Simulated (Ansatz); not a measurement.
H6OSi2Zn (SMILES O[SiH2][SiH2][ZnH])

```xyz
10

O    -1.6701    0.9355    0.6397
Si   -0.3239    1.1360   -0.3552
Si    0.5629   -0.8710   -0.6949
Zn    1.1654   -1.5196    1.6215
H    -1.3720    0.6763    1.4899
H    -0.6972    1.7344   -1.6533
H     0.6795    2.0208    0.3147
H    -0.3394   -1.7314   -1.3561
H     1.7955   -0.7162   -1.4829
H     0.2824   -1.7159    1.4796
```

Level of theory: SCF hf, Gaussian basis in Ansatz 0.2.0.

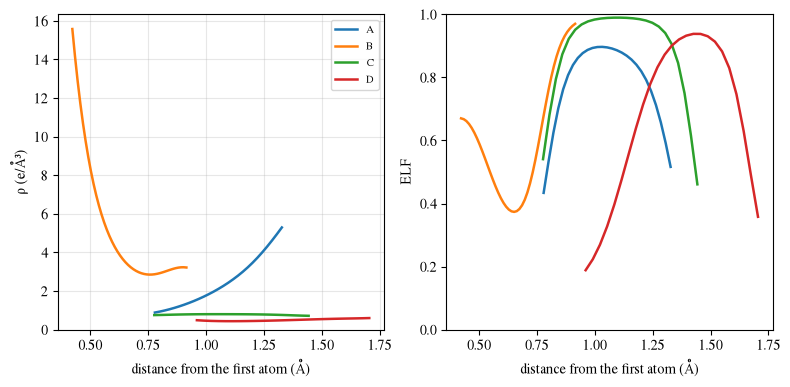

Figure 1. Total electron density and ELF along straight lines between neighbouring atoms. The curves leave out the atomic cores.

Which curve belongs to which contact (Si–O, Si–Si, Zn–H and Zn–Si)? The first atom named is at distance zero.

Answer. Curve A: Si–O (1.69 Å): ρ at the midpoint is about 1.1 e/Å³; the ELF peaks at about 0.90 between the atoms (a polar covalent bond). Curve B: Zn–H (0.92 Å): ρ is about 12 e/Å³ halfway; the ELF climbs to about 0.85 towards the hydrogen. Curve C: Si–Si (2.22 Å): ρ at the midpoint is about 0.8 e/Å³; the ELF peaks at about 1 between the atoms (localised, covalent bonding). Curve D: Zn–Si (2.48 Å): the density is about 0.46 e/Å³ at the midpoint; the ELF peaks at about 0.95 between the atoms, as expected for a shared electron pair.

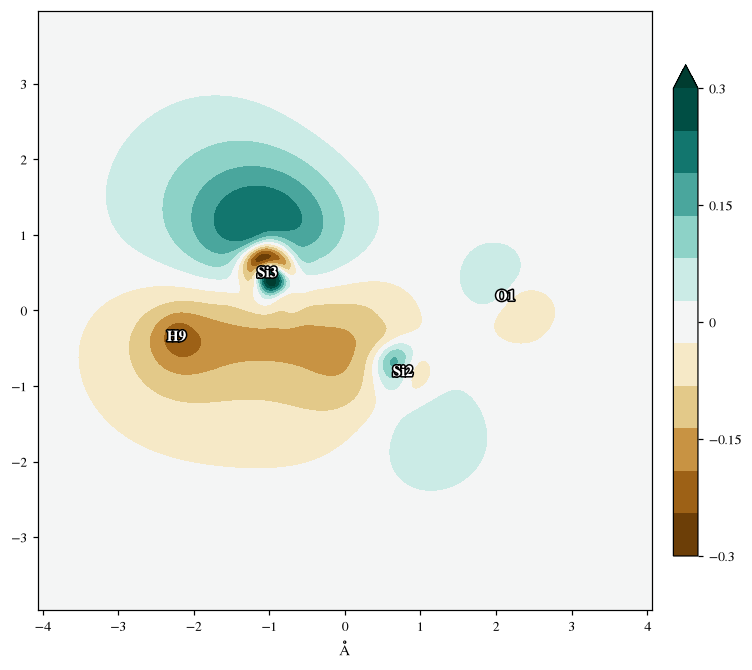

Figure 2. The HOMO on the plane of atoms O1, Si2 and Si3 (values in Å⁻³ᐟ²; the overall sign is arbitrary).

Where does this orbital lie, and at what energy?

Answer. It lies mainly on Si3 (about 40 %), Zn4 (about 35 %), H10 (about 10 %) and Si2 (about 5 %). Its energy is −6.59 eV.
